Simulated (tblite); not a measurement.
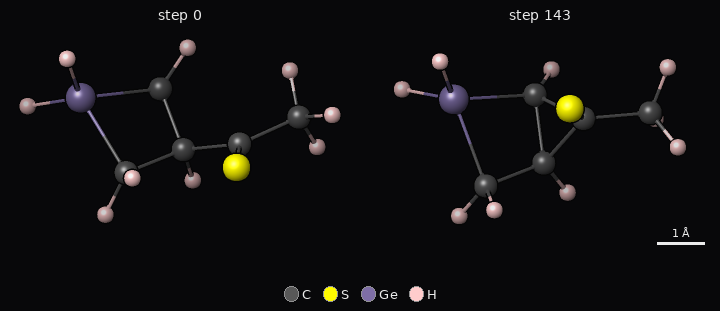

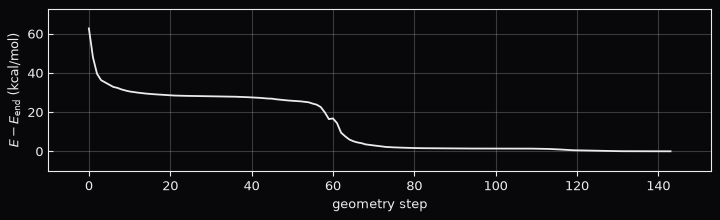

First and last geometry of a relaxation of C5H9GeS (multiplicity 2), with the history of the run. A ball-and-stick model, seen at a tilt.

Computed with tblite 0.8.0, GFN2-xTB geometry optimisation, gas phase. 

### What do the curves and the structures tell?

It converged. The atom that moves furthest after the best rigid fit is the S atom (1.42 Å). By element the largest moves are S 1.42 Å, H 1.01 Å, C 0.66 Å, Ge 0.42 Å. Near-neighbour distances that change, for instance: Ge–S 4.128 → 3.088 Å, C–C 2.458 → 1.519 Å, C–Ge 3.618 → 2.842 Å, C–S 3.557 → 2.801 Å. New bonds form, among them: C–C (2.46 → 1.52 Å). Among the angles between lasting bonds that change: C–C–C 112.2° → 60.4°, Ge–C–H 117.7° → 133.0°, C–C–H 109.5° → 124.3°. The energy falls by 62.8 kcal/mol in 143 geometry steps. The run took 0.92 s on 1 thread of Arm Neoverse V2, with other jobs on the host.

```tsv
step	E − E(0), kcal/mol
0	0.00
1	-14.76
2	-23.16
3	-26.44
4	-27.59
5	-28.72
6	-29.87
7	-30.36
8	-31.14
9	-31.71
10	-32.21
17	-33.76
24	-34.45
31	-34.67
38	-35.03
45	-35.87
52	-37.24
59	-46.31
66	-58.22
73	-60.52
80	-61.10
87	-61.26
94	-61.34
101	-61.35
108	-61.37
115	-61.70
122	-62.34
129	-62.69
136	-62.75
143	-62.76
```
